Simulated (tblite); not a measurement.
## Run report: C5H8FO2 (charge −1), geometry relaxation (part 4 of 4)

C5H8FO2, charge −1; GFN2-xTB geometry optimisation, gas phase (tblite 0.8.0). 

Geometry of the input (Å):
```
C  -1.4753  1.2819  -0.3944
C  -0.5223  0.2843  0.0890
C  -0.9966  -0.6666  1.1739
C  0.7368  0.2536  -0.4179
C  1.7732  -0.7153  0.0262
O  1.6615  -1.6014  0.8236
O  2.9334  -0.4886  -0.6536
H  -1.0634  1.9339  -1.1757
H  -1.8203  1.9247  0.4394
H  -2.4031  0.7831  -0.7716
H  -2.0076  -0.3485  1.5317
H  -0.3208  -0.7394  2.0126
H  -1.1126  -1.6800  0.7887
H  1.0395  0.9514  -1.1787
H  3.5556  -1.1388  -0.3210
F  -0.0769  1.0763  1.1483
```

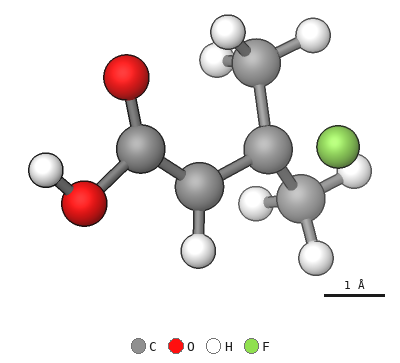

Fig. 1: The geometry at step 89 of the log (ball-and-stick view, seen at a tilt).

## Trajectory as extended XYZ, continued
```
16
Properties=species:S:1:pos:R:3:forces:R:3 step=87 energy=-758.21449
C    -1.4893    1.2072   -0.4541    0.0060   0.0090  -0.0060
C    -0.4280    0.5630    0.4379    0.0140   0.0150  -0.0050
C    -0.9969   -0.5986    1.2346    0.0090   0.0060  -0.0050
C     0.8047    0.2662   -0.2846   -0.0040   0.0100  -0.0050
C     1.7300   -0.6915    0.0366    0.0040   0.0100   0.0180
O     1.7538   -1.5800    0.9090   -0.0100  -0.0010  -0.0080
O     2.8503   -0.6757   -0.8483    0.0030  -0.0040  -0.0030
H    -1.0869    2.1080   -0.9137   -0.0080  -0.0080   0.0070
H    -2.3705    1.4738    0.1306    0.0110  -0.0010  -0.0070
H    -1.7760    0.5101   -1.2387    0.0010   0.0010   0.0070
H    -1.7652   -0.2467    1.9235   -0.0010  -0.0230  -0.0030
H    -0.1871   -1.0729    1.7807    0.0090  -0.0100   0.0110
H    -1.4238   -1.3276    0.5492   -0.0200  -0.0010   0.0070
H     1.0785    0.9430   -1.0819   -0.0110   0.0000  -0.0020
H     3.4096   -1.3989   -0.5370   -0.0050   0.0000   0.0070
F    -0.2022    1.6311    1.4767    0.0030  -0.0020  -0.0110
16
Properties=species:S:1:pos:R:3:forces:R:3 step=89 energy=-758.21463
C    -1.4891    1.2087   -0.4540    0.0040  -0.0010   0.0020
C    -0.4281    0.5627    0.4369    0.0000   0.0000   0.0070
C    -0.9969   -0.5994    1.2339    0.0040  -0.0010   0.0020
C     0.8039    0.2647   -0.2862   -0.0070  -0.0030  -0.0070
C     1.7302   -0.6910    0.0377    0.0080   0.0180   0.0120
O     1.7558   -1.5762    0.9135   -0.0090  -0.0010  -0.0070
O     2.8504   -0.6764   -0.8476    0.0040  -0.0090  -0.0030
H    -1.0870    2.1119   -0.9081   -0.0020   0.0020  -0.0070
H    -2.3714    1.4722    0.1300    0.0050  -0.0020   0.0010
H    -1.7741    0.5146   -1.2416    0.0020  -0.0010   0.0000
H    -1.7627   -0.2487    1.9265    0.0080  -0.0110  -0.0030
H    -0.1854   -1.0759    1.7766   -0.0060  -0.0050  -0.0020
H    -1.4302   -1.3271    0.5503    0.0000   0.0100   0.0050
H     1.0737    0.9374   -1.0881   -0.0020   0.0040  -0.0040
H     3.4118   -1.3970   -0.5337   -0.0100   0.0030   0.0060
F    -0.2000    1.6301    1.4746    0.0010  -0.0010  -0.0020
16
Properties=species:S:1:pos:R:3:forces:R:3 step=91 energy=-758.21469
C    -1.4887    1.2091   -0.4541   -0.0020  -0.0040   0.0020
C    -0.4281    0.5626    0.4368   -0.0030  -0.0020   0.0060
C    -0.9967   -0.5998    1.2337   -0.0010  -0.0040   0.0040
C     0.8032    0.2641   -0.2872    0.0000  -0.0010  -0.0040
C     1.7307   -0.6897    0.0388    0.0010   0.0030  -0.0060
O     1.7564   -1.5738    0.9156   -0.0020   0.0040  -0.0020
O     2.8496   -0.6779   -0.8485    0.0000   0.0010   0.0040
H    -1.0870    2.1137   -0.9057   -0.0010   0.0020  -0.0090
H    -2.3718    1.4706    0.1294    0.0020  -0.0010   0.0030
H    -1.7722    0.5162   -1.2433    0.0030   0.0010   0.0010
H    -1.7608   -0.2501    1.9283    0.0040   0.0000   0.0050
H    -0.1849   -1.0781    1.7744   -0.0050  -0.0040  -0.0050
H    -1.4336   -1.3258    0.5508    0.0070   0.0070  -0.0010
H     1.0717    0.9358   -1.0903    0.0010   0.0040  -0.0040
H     3.4120   -1.3964   -0.5319   -0.0050  -0.0030   0.0060
F    -0.1990    1.6300    1.4738    0.0000  -0.0020   0.0020
```

## Results in brief

| quantity | value |
| --- | --- |
| outcome | converged |
| total energy | −758.2147 eV |
| hardware | 1 CPU thread, shared host |
| wall time | 0.77 s |
| peak memory | 0.3 GiB |
